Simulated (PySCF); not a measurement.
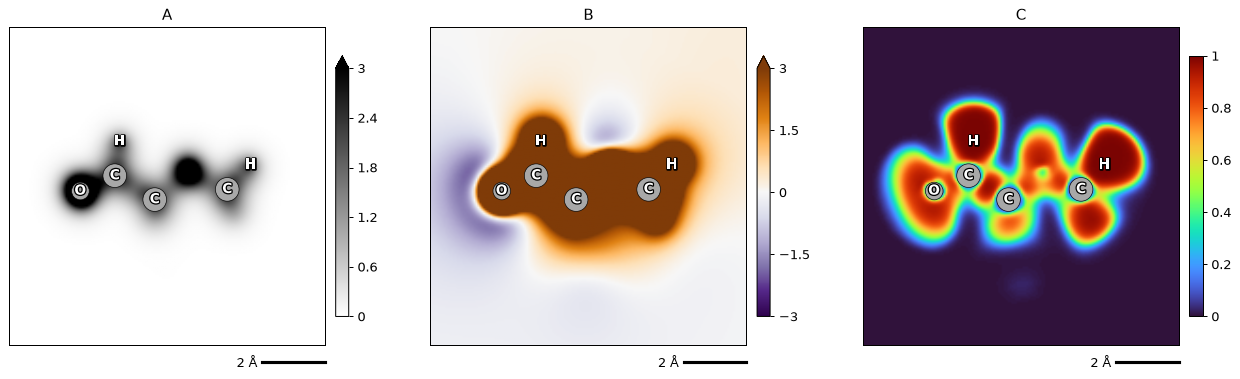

C4H6F2O2Si: 3 fields on the plane of atoms C3, C2 and H10, with unlabelled colour scales. Grey discs cover the atomic cores.

Geometry: GFN2-xTB.

The calculation used PySCF, PBE0/pcSseg-1, SCF density, gas phase, non-relativistic.

Input

```
{"job": {"kind": "nmr", "xc": "PBE0", "basis": "pcSseg-1"}, "charge": 0, "multiplicity": 1}
O      3.196126    -0.728647    -0.010984
C      2.339506     0.100616     0.132320
C      0.980458     0.034111    -0.465308
O      0.319080     1.281319    -0.310661
C     -1.075447     1.151556    -0.435393
C     -1.575327     0.023114     0.485424
F     -2.776732    -0.470395     0.021547
Si    -0.143063    -1.266535     0.418711
F     -0.483130    -2.459546    -0.599454
H      2.484931     0.996334     0.762771
H      1.061914    -0.235343    -1.530311
H     -1.498334     2.123802    -0.179884
H     -1.356917     0.897210    -1.468025
H     -1.778834     0.402965     1.491247
H      0.301356    -1.842571     1.666088
```

Launched as:

```sh
OMP_NUM_THREADS=1 python probes_run.py task.json out
```

Question: Which field does each panel show? The fields are: electron density, electron localisation function and electrostatic potential.

Answer: Panel A: electron density. Panel B: electrostatic potential (strongly positive close to the atoms, with negative regions outside electron-rich atoms). Panel C: electron localisation function. From the grid: C–O (1.20 Å): ρ is about 3.3 e/Å³ halfway; the ELF peaks at about 0.85 between the atoms: a multiple bond. C–C (1.49 Å): ρ at the midpoint is about 1.8 e/Å³; the ELF peaks at about 0.95 between the atoms, as expected for a shared electron pair.
